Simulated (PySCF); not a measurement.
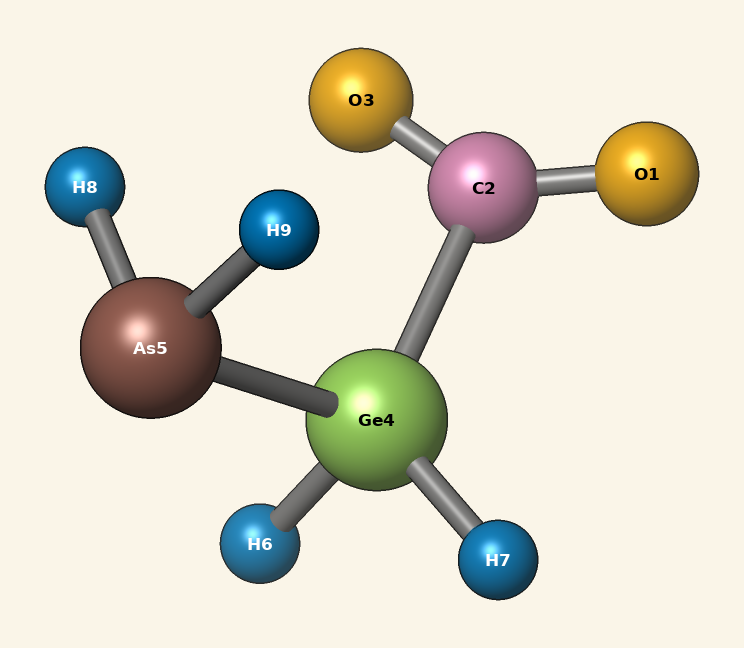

The species has charge −1 and is a spin singlet. The geometry was computed by an optimisation with PBE0-D3(BJ)/def2-SVP. No frequency run is at hand to confirm it as a minimum. Electric field gradients from the ground-state density, PBE0/pcSseg-1 (PySCF 2.14.0), non-relativistic apart from any core potentials.

Give the largest field-gradient component, the quadrupole coupling constant and the asymmetry for 17O at O1 (Q = −25.6 mb), 17O at O3 (Q = −25.6 mb), 73Ge at Ge4 (Q = −196 mb), 75As at As5 (Q = 314 mb), 2H at H6 (Q = 2.86 mb), 2H at H7 (Q = 2.86 mb).

| atom | V_zz (a.u.) | e²qQ/h (MHz) | η |
| --- | --- | --- | --- |
| O1 | −1.215 | 7.31 | 0.47 |
| O3 | −1.148 | 6.91 | 0.54 |
| Ge4 | −1.219 | 56.1 | 0.92 |
| As5 | −1.994 | −147.1 | 0.69 |
| H6 | 0.125 | 0.084 | 0.03 |
| H7 | 0.124 | 0.083 | 0.03 |
